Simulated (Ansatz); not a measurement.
Molecular dynamics of CH4AlCl (part 1 of 2)

CH4AlCl, computed with RHF/def2-SVP (Ansatz 0.2.0).

It belongs to a series of runs on one base structure; here: dynamics from the last frame of an earlier run.

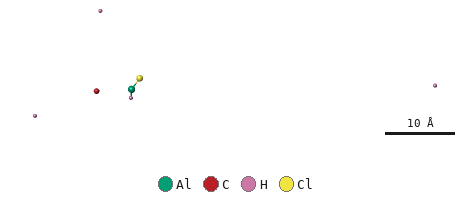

Fig. 1: The input geometry (ball-and-stick view, seen on its broad side). Sticks mark near contacts.

## Key numbers

| quantity | value |
| --- | --- |
| outcome | finished |
| mean temperature over the second half | 1603 K |
| trajectory | 100 steps, 50 fs |
| ensemble | nve |
| temperature in the input | 1500.0 K |
| time step | 0.5 fs |
| potential energy (last step) | −20146.9845 eV |
| mean-field energy (last step) | −20146.9845 eV |
| largest force (length of the vector) (last step) | 0.690 eV/Å |
| hardware | 1 thread of Arm Neoverse V1, 24 GiB of memory available, shared host |
| wall time | 94 s |
| peak memory | 0.12 GiB |

## Remarks

So short a trajectory is not equilibrated.

## The input
```yaml
crystal:
  periodic: [false, false, false]
  atoms:
    - { symbol: Al, position_ang: [-0.075926, 0.000369, -0.355836] }
    - { symbol: C, position_ang: [-1.144075, 0.224373, 5.219211] }
    - { symbol: H, position_ang: [-8.411916, 4.421145, 10.961088] }
    - { symbol: H, position_ang: [14.281999, -16.072948, -39.527894] }
    - { symbol: H, position_ang: [8.356605, 7.578502, 4.692958] }
    - { symbol: Cl, position_ang: [1.873697, 0.029168, -0.99843] }
    - { symbol: H, position_ang: [-1.534452, 0.130182, -0.88783] }
basis:
  gaussian: { orbitals: def2-SVP }
hamiltonian:
  xc: hf
md:
  timestep: 0.5
  n_steps: 100
  ensemble: nve
  temperature: 1500.0
  initial_velocities: maxwell_boltzmann
  seed: 992799
```

Launch command:
```bash
ansatz run input.yaml --threads 1 --pin off --max-ram 2048MiB --backend cpu --events-out ev --progress --plain --runs-dir out
```

## What the program printed
```
Engine: ansatz 0.2.0, aarch64-unknown-linux-gnu
Functional definition: HF
  exchange = exact_x
  correlation = 0
709 factors; integrals over basis functions are off by at most 2.3e-4 eV
mean field evaluation 1: about -20112.8947 eV, gradient 3.1e1 eV
mean field evaluation 2: about -20112.9049 eV, gradient 3.1e1 eV
mean field evaluation 4: about -20014.6753 eV, gradient 1.3e2 eV
mean field evaluation 8: about -20113.5221 eV, gradient 2.9e1 eV
mean field evaluation 16: about -20144.6002 eV, gradient 1.6e1 eV
mean field evaluation 32: about -20146.8735 eV, gradient 3.4e-5 eV
mean field evaluation 64: about -20146.8327 eV, gradient 7.0e-1 eV
mean field evaluation 96: about -20146.8275 eV, gradient 8.9e-1 eV
mean field evaluation 128: about -20141.5299 eV, gradient 1.5e1 eV
mean field evaluation 160: about -20127.2540 eV, gradient 1.5e1 eV
mean field evaluation 192: about -20128.5559 eV, gradient 4.0e0 eV
mean field -20146.87345222 eV, -740.3839433279 hartree, gradient 1.9e-7 eV, S^2 0.000000; 1 other end points of the search recorded, 0 dependent functions left out
the calculation of the forces begins
reference -20146.87345222 eV, -740.3839433279 hartree; 20, 20 occupied and 50, 50 virtual orbitals, 709 factors
md step     0: t =     0.00 fs  T =  1500.0 K  F+E_penalty+E_count = -20146.87345222 eV  E_kin = 0.969450 eV  conserved = -20145.90400223 eV  (384 SCF iters)
these checks for a lower state are left out or cut short: starts, cluster_reference, orbital_swaps, neighbouring_geometries, increment
709 factors; integrals over basis functions are off by at most 2.2e-4 eV
mean field evaluation 224: about -20146.8742 eV, gradient 9.0e-4 eV
mean field -20146.87424276 eV, -740.3839723795 hartree, gradient 3.2e-7 eV, S^2 0.000000; 0 other end points of the search recorded, 0 dependent functions left out
the calculation of the forces begins
reference -20146.87424276 eV, -740.3839723795 hartree; 20, 20 occupied and 50, 50 virtual orbitals, 709 factors
md step     1: t =     0.50 fs  T =  1501.2 K  F+E_penalty+E_count = -20146.87424276 eV  E_kin = 0.970239 eV  conserved = -20145.90400397 eV  (104 SCF iters)
[... from here on the SCF iterations and repeated set-up lines of each step are left out, up to the last step ...]
md step     2: t =     1.00 fs  T =  1501.7 K  F+E_penalty+E_count = -20146.87457559 eV  E_kin = 0.970571 eV  conserved = -20145.90400428 eV  (100 SCF iters)
md step     3: t =     1.50 fs  T =  1501.6 K  F+E_penalty+E_count = -20146.87445618 eV  E_kin = 0.970453 eV  conserved = -20145.90400303 eV  (102 SCF iters)
md step     4: t =     2.00 fs  T =  1500.7 K  F+E_penalty+E_count = -20146.87391439 eV  E_kin = 0.969914 eV  conserved = -20145.90400047 eV  (103 SCF iters)
md step     5: t =     2.50 fs  T =  1499.3 K  F+E_penalty+E_count = -20146.87300117 eV  E_kin = 0.969004 eV  conserved = -20145.90399681 eV  (101 SCF iters)
md step     6: t =     3.00 fs  T =  1497.4 K  F+E_penalty+E_count = -20146.87178319 eV  E_kin = 0.967791 eV  conserved = -20145.90399257 eV  (102 SCF iters)
md step     7: t =     3.50 fs  T =  1495.2 K  F+E_penalty+E_count = -20146.87033514 eV  E_kin = 0.966347 eV  conserved = -20145.90398826 eV  (103 SCF iters)
md step     8: t =     4.00 fs  T =  1492.7 K  F+E_penalty+E_count = -20146.86873145 eV  E_kin = 0.964747 eV  conserved = -20145.90398436 eV  (102 SCF iters)
md step     9: t =     4.50 fs  T =  1490.1 K  F+E_penalty+E_count = -20146.86703847 eV  E_kin = 0.963057 eV  conserved = -20145.90398125 eV  (102 SCF iters)
md step    10: t =     5.00 fs  T =  1487.4 K  F+E_penalty+E_count = -20146.86530798 eV  E_kin = 0.961329 eV  conserved = -20145.90397930 eV  (101 SCF iters)
md step    11: t =     5.50 fs  T =  1484.7 K  F+E_penalty+E_count = -20146.86357247 eV  E_kin = 0.959594 eV  conserved = -20145.90397859 eV  (102 SCF iters)
md step    12: t =     6.00 fs  T =  1482.1 K  F+E_penalty+E_count = -20146.86184310 eV  E_kin = 0.957864 eV  conserved = -20145.90397909 eV  (102 SCF iters)
md step    13: t =     6.50 fs  T =  1479.4 K  F+E_penalty+E_count = -20146.86011036 eV  E_kin = 0.956130 eV  conserved = -20145.90398062 eV  (101 SCF iters)
md step    14: t =     7.00 fs  T =  1476.7 K  F+E_penalty+E_count = -20146.85834724 eV  E_kin = 0.954364 eV  conserved = -20145.90398284 eV  (102 SCF iters)
md step    15: t =     7.50 fs  T =  1473.8 K  F+E_penalty+E_count = -20146.85651475 eV  E_kin = 0.952529 eV  conserved = -20145.90398530 eV  (102 SCF iters)
md step    16: t =     8.00 fs  T =  1470.8 K  F+E_penalty+E_count = -20146.85456917 eV  E_kin = 0.950582 eV  conserved = -20145.90398752 eV  (101 SCF iters)
md step    17: t =     8.50 fs  T =  1467.6 K  F+E_penalty+E_count = -20146.85247014 eV  E_kin = 0.948481 eV  conserved = -20145.90398901 eV  (101 SCF iters)
md step    18: t =     9.00 fs  T =  1464.0 K  F+E_penalty+E_count = -20146.85018887 eV  E_kin = 0.946200 eV  conserved = -20145.90398932 eV  (102 SCF iters)
md step    19: t =     9.50 fs  T =  1460.2 K  F+E_penalty+E_count = -20146.84771495 eV  E_kin = 0.943727 eV  conserved = -20145.90398810 eV  (101 SCF iters)
md step    20: t =    10.00 fs  T =  1456.1 K  F+E_penalty+E_count = -20146.84506161 eV  E_kin = 0.941076 eV  conserved = -20145.90398538 eV  (101 SCF iters)
md step    21: t =    10.50 fs  T =  1451.8 K  F+E_penalty+E_count = -20146.84226710 eV  E_kin = 0.938286 eV  conserved = -20145.90398119 eV  (100 SCF iters)
md step    22: t =    11.00 fs  T =  1447.3 K  F+E_penalty+E_count = -20146.83939354 eV  E_kin = 0.935418 eV  conserved = -20145.90397603 eV  (101 SCF iters)
md step    23: t =    11.50 fs  T =  1442.9 K  F+E_penalty+E_count = -20146.83652116 eV  E_kin = 0.932551 eV  conserved = -20145.90397009 eV  (101 SCF iters)
md step    24: t =    12.00 fs  T =  1438.6 K  F+E_penalty+E_count = -20146.83374112 eV  E_kin = 0.929777 eV  conserved = -20145.90396416 eV  (101 SCF iters)
md step    25: t =    12.50 fs  T =  1434.6 K  F+E_penalty+E_count = -20146.83114513 eV  E_kin = 0.927186 eV  conserved = -20145.90395889 eV  (102 SCF iters)
md step    26: t =    13.00 fs  T =  1431.0 K  F+E_penalty+E_count = -20146.82881541 eV  E_kin = 0.924861 eV  conserved = -20145.90395483 eV  (102 SCF iters)
md step    27: t =    13.50 fs  T =  1427.9 K  F+E_penalty+E_count = -20146.82681576 eV  E_kin = 0.922864 eV  conserved = -20145.90395225 eV  (103 SCF iters)
md step    28: t =    14.00 fs  T =  1425.4 K  F+E_penalty+E_count = -20146.82518612 eV  E_kin = 0.921235 eV  conserved = -20145.90395158 eV  (103 SCF iters)
md step    29: t =    14.50 fs  T =  1423.5 K  F+E_penalty+E_count = -20146.82393938 eV  E_kin = 0.919987 eV  conserved = -20145.90395239 eV  (101 SCF iters)
md step    30: t =    15.00 fs  T =  1422.1 K  F+E_penalty+E_count = -20146.82306418 eV  E_kin = 0.919110 eV  conserved = -20145.90395445 eV  (102 SCF iters)
md step    31: t =    15.50 fs  T =  1421.3 K  F+E_penalty+E_count = -20146.82252991 eV  E_kin = 0.918573 eV  conserved = -20145.90395724 eV  (103 SCF iters)
md step    32: t =    16.00 fs  T =  1420.9 K  F+E_penalty+E_count = -20146.82229460 eV  E_kin = 0.918335 eV  conserved = -20145.90396001 eV  (100 SCF iters)
md step    33: t =    16.50 fs  T =  1420.9 K  F+E_penalty+E_count = -20146.82231460 eV  E_kin = 0.918352 eV  conserved = -20145.90396253 eV  (101 SCF iters)
md step    34: t =    17.00 fs  T =  1421.3 K  F+E_penalty+E_count = -20146.82255201 eV  E_kin = 0.918588 eV  conserved = -20145.90396425 eV  (101 SCF iters)
md step    35: t =    17.50 fs  T =  1422.0 K  F+E_penalty+E_count = -20146.82298227 eV  E_kin = 0.919017 eV  conserved = -20145.90396519 eV  (100 SCF iters)
md step    36: t =    18.00 fs  T =  1422.9 K  F+E_penalty+E_count = -20146.82359674 eV  E_kin = 0.919632 eV  conserved = -20145.90396472 eV  (98 SCF iters)
md step    37: t =    18.50 fs  T =  1424.2 K  F+E_penalty+E_count = -20146.82440531 eV  E_kin = 0.920442 eV  conserved = -20145.90396329 eV  (93 SCF iters)
md step    38: t =    19.00 fs  T =  1425.8 K  F+E_penalty+E_count = -20146.82543309 eV  E_kin = 0.921472 eV  conserved = -20145.90396123 eV  (98 SCF iters)
md step    39: t =    19.50 fs  T =  1427.8 K  F+E_penalty+E_count = -20146.82671619 eV  E_kin = 0.922757 eV  conserved = -20145.90395879 eV  (100 SCF iters)
md step    40: t =    20.00 fs  T =  1430.2 K  F+E_penalty+E_count = -20146.82829601 eV  E_kin = 0.924340 eV  conserved = -20145.90395645 eV  (101 SCF iters)
md step    41: t =    20.50 fs  T =  1433.2 K  F+E_penalty+E_count = -20146.83021243 eV  E_kin = 0.926258 eV  conserved = -20145.90395459 eV  (101 SCF iters)
md step    42: t =    21.00 fs  T =  1436.7 K  F+E_penalty+E_count = -20146.83249755 eV  E_kin = 0.928544 eV  conserved = -20145.90395354 eV  (99 SCF iters)
md step    43: t =    21.50 fs  T =  1440.8 K  F+E_penalty+E_count = -20146.83517041 eV  E_kin = 0.931217 eV  conserved = -20145.90395352 eV  (101 SCF iters)
md step    44: t =    22.00 fs  T =  1445.6 K  F+E_penalty+E_count = -20146.83823330 eV  E_kin = 0.934279 eV  conserved = -20145.90395463 eV  (101 SCF iters)
md step    45: t =    22.50 fs  T =  1450.9 K  F+E_penalty+E_count = -20146.84167003 eV  E_kin = 0.937713 eV  conserved = -20145.90395683 eV  (101 SCF iters)
md step    46: t =    23.00 fs  T =  1456.7 K  F+E_penalty+E_count = -20146.84544643 eV  E_kin = 0.941486 eV  conserved = -20145.90395997 eV  (99 SCF iters)
md step    47: t =    23.50 fs  T =  1463.0 K  F+E_penalty+E_count = -20146.84951283 eV  E_kin = 0.945549 eV  conserved = -20145.90396375 eV  (101 SCF iters)
md step    48: t =    24.00 fs  T =  1469.7 K  F+E_penalty+E_count = -20146.85380835 eV  E_kin = 0.949841 eV  conserved = -20145.90396783 eV  (101 SCF iters)
md step    49: t =    24.50 fs  T =  1476.6 K  F+E_penalty+E_count = -20146.85826653 eV  E_kin = 0.954295 eV  conserved = -20145.90397182 eV  (101 SCF iters)
md step    50: t =    25.00 fs  T =  1483.6 K  F+E_penalty+E_count = -20146.86282150 eV  E_kin = 0.958846 eV  conserved = -20145.90397533 eV  (101 SCF iters)
md step    51: t =    25.50 fs  T =  1490.7 K  F+E_penalty+E_count = -20146.86741413 eV  E_kin = 0.963436 eV  conserved = -20145.90397803 eV  (101 SCF iters)
md step    52: t =    26.00 fs  T =  1497.8 K  F+E_penalty+E_count = -20146.87199706 eV  E_kin = 0.968017 eV  conserved = -20145.90397975 eV  (101 SCF iters)
md step    53: t =    26.50 fs  T =  1504.8 K  F+E_penalty+E_count = -20146.87653796 eV  E_kin = 0.972558 eV  conserved = -20145.90398035 eV  (95 SCF iters)
md step    54: t =    27.00 fs  T =  1511.7 K  F+E_penalty+E_count = -20146.88102081 eV  E_kin = 0.977041 eV  conserved = -20145.90398013 eV  (102 SCF iters)
md step    55: t =    27.50 fs  T =  1518.6 K  F+E_penalty+E_count = -20146.88544368 eV  E_kin = 0.981464 eV  conserved = -20145.90397923 eV  (99 SCF iters)
md step    56: t =    28.00 fs  T =  1525.4 K  F+E_penalty+E_count = -20146.88981504 eV  E_kin = 0.985837 eV  conserved = -20145.90397811 eV  (99 SCF iters)
md step    57: t =    28.50 fs  T =  1532.1 K  F+E_penalty+E_count = -20146.89414758 eV  E_kin = 0.990170 eV  conserved = -20145.90397721 eV  (99 SCF iters)
md step    58: t =    29.00 fs  T =  1538.7 K  F+E_penalty+E_count = -20146.89845155 eV  E_kin = 0.994474 eV  conserved = -20145.90397714 eV  (100 SCF iters)
md step    59: t =    29.50 fs  T =  1545.3 K  F+E_penalty+E_count = -20146.90272769 eV  E_kin = 0.998750 eV  conserved = -20145.90397792 eV  (100 SCF iters)
md step    60: t =    30.00 fs  T =  1551.9 K  F+E_penalty+E_count = -20146.90696341 eV  E_kin = 1.002984 eV  conserved = -20145.90397985 eV  (100 SCF iters)
md step    61: t =    30.50 fs  T =  1558.3 K  F+E_penalty+E_count = -20146.91112999 eV  E_kin = 1.007147 eV  conserved = -20145.90398270 eV  (100 SCF iters)
md step    62: t =    31.00 fs  T =  1564.6 K  F+E_penalty+E_count = -20146.91518463 eV  E_kin = 1.011198 eV  conserved = -20145.90398653 eV  (100 SCF iters)
md step    63: t =    31.50 fs  T =  1570.6 K  F+E_penalty+E_count = -20146.91907372 eV  E_kin = 1.015083 eV  conserved = -20145.90399074 eV  (100 SCF iters)
md step    64: t =    32.00 fs  T =  1576.3 K  F+E_penalty+E_count = -20146.92274035 eV  E_kin = 1.018746 eV  conserved = -20145.90399484 eV  (100 SCF iters)
md step    65: t =    32.50 fs  T =  1581.5 K  F+E_penalty+E_count = -20146.92613202 eV  E_kin = 1.022134 eV  conserved = -20145.90399822 eV  (100 SCF iters)
md step    66: t =    33.00 fs  T =  1586.3 K  F+E_penalty+E_count = -20146.92920891 eV  E_kin = 1.025208 eV  conserved = -20145.90400056 eV  (100 SCF iters)
md step    67: t =    33.50 fs  T =  1590.5 K  F+E_penalty+E_count = -20146.93194986 eV  E_kin = 1.027948 eV  conserved = -20145.90400141 eV  (99 SCF iters)
md step    68: t =    34.00 fs  T =  1594.2 K  F+E_penalty+E_count = -20146.93435697 eV  E_kin = 1.030356 eV  conserved = -20145.90400076 eV  (99 SCF iters)
md step    69: t =    34.50 fs  T =  1597.5 K  F+E_penalty+E_count = -20146.93645629 eV  E_kin = 1.032458 eV  conserved = -20145.90399869 eV  (101 SCF iters)
md step    70: t =    35.00 fs  T =  1600.3 K  F+E_penalty+E_count = -20146.93829581 eV  E_kin = 1.034300 eV  conserved = -20145.90399549 eV  (95 SCF iters)
md step    71: t =    35.50 fs  T =  1602.9 K  F+E_penalty+E_count = -20146.93994070 eV  E_kin = 1.035949 eV  conserved = -20145.90399153 eV  (100 SCF iters)
md step    72: t =    36.00 fs  T =  1605.3 K  F+E_penalty+E_count = -20146.94146649 eV  E_kin = 1.037479 eV  conserved = -20145.90398730 eV  (99 SCF iters)
md step    73: t =    36.50 fs  T =  1607.6 K  F+E_penalty+E_count = -20146.94295382 eV  E_kin = 1.038968 eV  conserved = -20145.90398589 eV  (548 SCF iters)
md step    74: t =    37.00 fs  T =  1609.9 K  F+E_penalty+E_count = -20146.94446983 eV  E_kin = 1.040487 eV  conserved = -20145.90398252 eV  (101 SCF iters)
md step    75: t =    37.50 fs  T =  1612.4 K  F+E_penalty+E_count = -20146.94607645 eV  E_kin = 1.042096 eV  conserved = -20145.90398014 eV  (96 SCF iters)
md step    76: t =    38.00 fs  T =  1615.1 K  F+E_penalty+E_count = -20146.94781438 eV  E_kin = 1.043835 eV  conserved = -20145.90397902 eV  (99 SCF iters)
md step    77: t =    38.50 fs  T =  1618.0 K  F+E_penalty+E_count = -20146.94970176 eV  E_kin = 1.045723 eV  conserved = -20145.90397916 eV  (96 SCF iters)
md step    78: t =    39.00 fs  T =  1621.2 K  F+E_penalty+E_count = -20146.95173313 eV  E_kin = 1.047753 eV  conserved = -20145.90398051 eV  (99 SCF iters)
md step    79: t =    39.50 fs  T =  1624.5 K  F+E_penalty+E_count = -20146.95388061 eV  E_kin = 1.049898 eV  conserved = -20145.90398285 eV  (100 SCF iters)
md step    80: t =    40.00 fs  T =  1627.9 K  F+E_penalty+E_count = -20146.95609777 eV  E_kin = 1.052112 eV  conserved = -20145.90398582 eV  (105 SCF iters)
md step    81: t =    40.50 fs  T =  1631.3 K  F+E_penalty+E_count = -20146.95832564 eV  E_kin = 1.054337 eV  conserved = -20145.90398897 eV  (104 SCF iters)
md step    82: t =    41.00 fs  T =  1634.7 K  F+E_penalty+E_count = -20146.96050016 eV  E_kin = 1.056508 eV  conserved = -20145.90399177 eV  (100 SCF iters)
md step    83: t =    41.50 fs  T =  1637.9 K  F+E_penalty+E_count = -20146.96256058 eV  E_kin = 1.058567 eV  conserved = -20145.90399378 eV  (98 SCF iters)
md step    84: t =    42.00 fs  T =  1640.8 K  F+E_penalty+E_count = -20146.96445737 eV  E_kin = 1.060463 eV  conserved = -20145.90399452 eV  (101 SCF iters)
md step    85: t =    42.50 fs  T =  1643.5 K  F+E_penalty+E_count = -20146.96615924 eV  E_kin = 1.062165 eV  conserved = -20145.90399388 eV  (104 SCF iters)
md step    86: t =    43.00 fs  T =  1645.8 K  F+E_penalty+E_count = -20146.96765711 eV  E_kin = 1.063665 eV  conserved = -20145.90399177 eV  (105 SCF iters)
md step    87: t =    43.50 fs  T =  1647.8 K  F+E_penalty+E_count = -20146.96896577 eV  E_kin = 1.064977 eV  conserved = -20145.90398850 eV  (104 SCF iters)
md step    88: t =    44.00 fs  T =  1649.6 K  F+E_penalty+E_count = -20146.97012088 eV  E_kin = 1.066137 eV  conserved = -20145.90398418 eV  (102 SCF iters)
md step    89: t =    44.50 fs  T =  1651.2 K  F+E_penalty+E_count = -20146.97117423 eV  E_kin = 1.067195 eV  conserved = -20145.90397952 eV  (102 SCF iters)
md step    90: t =    45.00 fs  T =  1652.8 K  F+E_penalty+E_count = -20146.97218482 eV  E_kin = 1.068210 eV  conserved = -20145.90397516 eV  (104 SCF iters)
md step    91: t =    45.50 fs  T =  1654.4 K  F+E_penalty+E_count = -20146.97320945 eV  E_kin = 1.069238 eV  conserved = -20145.90397170 eV  (103 SCF iters)
md step    92: t =    46.00 fs  T =  1656.1 K  F+E_penalty+E_count = -20146.97429356 eV  E_kin = 1.070324 eV  conserved = -20145.90396961 eV  (103 SCF iters)
md step    93: t =    46.50 fs  T =  1657.9 K  F+E_penalty+E_count = -20146.97546413 eV  E_kin = 1.071495 eV  conserved = -20145.90396913 eV  (102 SCF iters)
md step    94: t =    47.00 fs  T =  1659.8 K  F+E_penalty+E_count = -20146.97672602 eV  E_kin = 1.072756 eV  conserved = -20145.90397021 eV  (102 SCF iters)
md step    95: t =    47.50 fs  T =  1661.9 K  F+E_penalty+E_count = -20146.97806248 eV  E_kin = 1.074090 eV  conserved = -20145.90397261 eV  (102 SCF iters)
md step    96: t =    48.00 fs  T =  1664.0 K  F+E_penalty+E_count = -20146.97943941 eV  E_kin = 1.075464 eV  conserved = -20145.90397570 eV  (104 SCF iters)
md step    97: t =    48.50 fs  T =  1666.2 K  F+E_penalty+E_count = -20146.98081319 eV  E_kin = 1.076834 eV  conserved = -20145.90397893 eV  (104 SCF iters)
md step    98: t =    49.00 fs  T =  1668.2 K  F+E_penalty+E_count = -20146.98213963 eV  E_kin = 1.078158 eV  conserved = -20145.90398168 eV  (104 SCF iters)
md step    99: t =    49.50 fs  T =  1670.1 K  F+E_penalty+E_count = -20146.98338299 eV  E_kin = 1.079400 eV  conserved = -20145.90398347 eV  (102 SCF iters)
these checks for a lower state are left out or cut short: starts, cluster_reference, orbital_swaps, neighbouring_geometries, increment
709 factors; integrals over basis functions are off by at most 2.5e-4 eV
mean field -20146.98452316 eV, -740.3880251096 hartree, gradient 1.8e-7 eV, S^2 0.000000; 0 other end points of the search recorded, 0 dependent functions left out
the calculation of the forces begins
reference -20146.98452316 eV, -740.3880251096 hartree; 20, 20 occupied and 50, 50 virtual orbitals, 709 factors
709 factors; integrals over basis functions are off by at most 2.5e-4 eV
mean field evaluation 2272: about -20113.6589 eV, gradient 3.1e1 eV
mean field evaluation 2304: about -20146.9845 eV, gradient 2.9e-6 eV
mean field evaluation 2336: about -20146.9281 eV, gradient 9.4e-1 eV
mean field evaluation 2368: about -20129.7375 eV, gradient 1.0e1 eV
mean field evaluation 2400: about -20135.6891 eV, gradient 2.2e1 eV
mean field evaluation 2432: about -20137.7254 eV, gradient 6.6e0 eV
mean field evaluation 2464: about -20028.2227 eV, gradient 1.2e2 eV
mean field -20146.98452316 eV, -740.3880251096 hartree, gradient 1.8e-7 eV, S^2 0.000000; 2 other end points of the search recorded, 0 dependent functions left out
the calculation of the forces begins
reference -20146.98452316 eV, -740.3880251096 hartree; 20, 20 occupied and 50, 50 virtual orbitals, 709 factors
md step   100: t =    50.00 fs  T =  1671.9 K  F+E_penalty+E_count = -20146.98452316 eV  E_kin = 1.080539 eV  conserved = -20145.90398393 eV  (372 SCF iters)
```
